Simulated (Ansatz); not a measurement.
## Fields on a plane of AlNi (CsCl type)

```
AlNi
1.0
    2.86217     0.00000     0.00000
    0.00000     2.86217     0.00000
    0.00000     0.00000     2.86217
Al Ni
1 1
Direct
  0.00000   0.00000   0.00000
  0.50000   0.50000   0.50000
```

The slice is a {100} plane (indices of the conventional cell) through the point (0.500, 0.500, 0.500) (fractional), spanned by u = [100] and v = [010] in vectors of this cell: u (2.86 Å) and v (2.86 Å, at 90° to u). It covers one period; positions are fractions (u, v).

Atoms on it: Ni at (0.00, 0.00).

Computed with PBEsol (plane waves to 420 eV, PAW, scalar-relativistic; Ansatz, an electronic-structure program). k mesh 16×16×16. Near the nuclei the fields are pseudised (PAW); where an atom keeps semicore shells as valence, they peak there. AlNi is run without spin polarisation. AlNi was relaxed with its symmetry unable to fall.

```
|xxxxxxxxxx--..      ::==++==::      ..--xxxxxxxx|
|xxxxxxxx++--..    ..::==++==::..    ..--++xxxxxx|
|xxxxxx++==::..    ..--++++++--..    ..::==++xxxx|
|xxxx++==::..    ..::==******==::..    ..::==++xx|
|------::..      ::--++**##**++--::      ..::----|
|........      ..--++**##%%##**++--..      ......|
|            ..--++**##%%%%%%##**++--..          |
|        ..::--++**##%%@@@@@@%%##**++--::..      |
|    ....::--++**##%%@@@@@@@@@@%%##**++--::....  |
|::::::--==++**##%%@@@@@@@@@@@@@@%%##**++==--::::|
|======++****##%%@@@@@@@@@@@@@@@@@@%%##****++====|
|==++++++**##%%%%@@@@@@@@@@@@@@@@@@%%%%##**++++++|
|======++****##%%@@@@@@@@@@@@@@@@@@%%##****++====|
|::::::--==++**##%%@@@@@@@@@@@@@@%%##**++==--::::|
|    ....::--++**##%%@@@@@@@@@@%%##**++--::....  |
|        ..::--++**##%%@@@@@@%%##**++--::..      |
|            ..--++**##%%%%%%##**++--..          |
|........      ..--++**##%%##**++--..      ......|
|------::..      ::--++**##**++--::      ..::----|
|xxxx++==::..    ..::==******==::..    ..::==++xx|
|xxxxxx++==::..    ..--++++++--..    ..::==++xxxx|
|xxxxxxxx++--..    ..::==++==::..    ..--++xxxxxx|
|xxxxxxxxxx--..      ::==++==::      ..--xxxxxxxx|
|xxxxxxxxxx--..      ::======::      ..--xxxxxxxx|
```
Scale: ten equal steps from 0.17 (start of ' ') to 0.50 (end of '@'), in the order ' .:-=+*#%@'. Values: electron localisation function (ELF). The map has 24 points along u (two characters each, u = 0 at the left) and 24 along v (v = 0 in the bottom row). Points within 0.5 Å of a nucleus are blanked (x), as the pseudised field means little there.

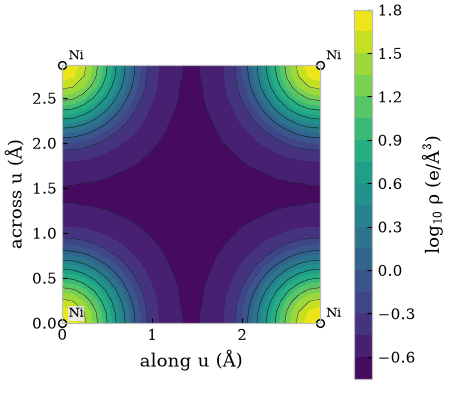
*Log₁₀ of the valence density in e/Å³, one period of the plane, atoms marked. The scale is logarithmic, as a density can span decades between atoms and voids.*
